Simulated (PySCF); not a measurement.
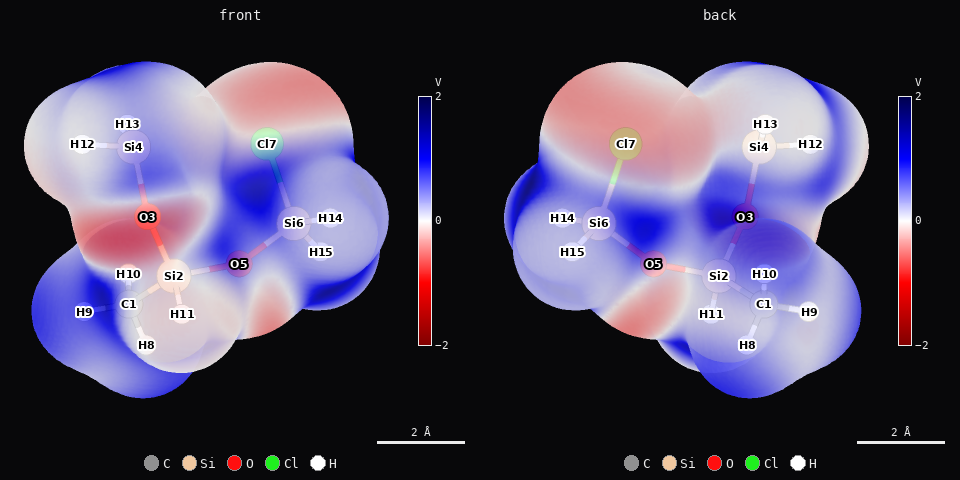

The picture shows: CH8ClO2Si3 (doublet). The electrostatic potential painted on the density surface at 0.002 e/bohr³, seen from the front and from behind; red is negative and blue positive.

Geometry: GFN2-xTB.

Computed with UKS B3LYP, pcH-1 on C Cl H O Si, non-relativistic, mean-field spin-orbit, GIAO in PySCF 2.14.0, density-fitted response routines.

```xyz
15

C     1.0019    1.6639   -1.0526
Si    0.2902    0.9028    0.5247
O     1.0999   -0.4170    0.9652
Si    1.5578   -1.9862    0.9166
O    -1.2629    0.5049    0.2093
Si   -2.4871   -0.5196    0.0332
Cl   -1.8271   -2.2832   -0.6537
H     0.4729    2.5745   -1.3168
H     2.0501    1.9156   -0.9249
H     0.9245    0.9818   -1.8963
H     0.2428    1.7444    1.7096
H     2.8694   -1.9626    1.5498
H     1.5020   -2.4714   -0.4544
H    -3.0954   -0.7360    1.3386
H    -3.3435    0.0961   -0.9702
```

### Describe the electrostatic potential map.

The most negative region (about −0.6 V, or −14 kcal/mol for a unit charge) lies over O3, the most positive (about +1.5 V, or +35 kcal/mol for a unit charge) over Si6.
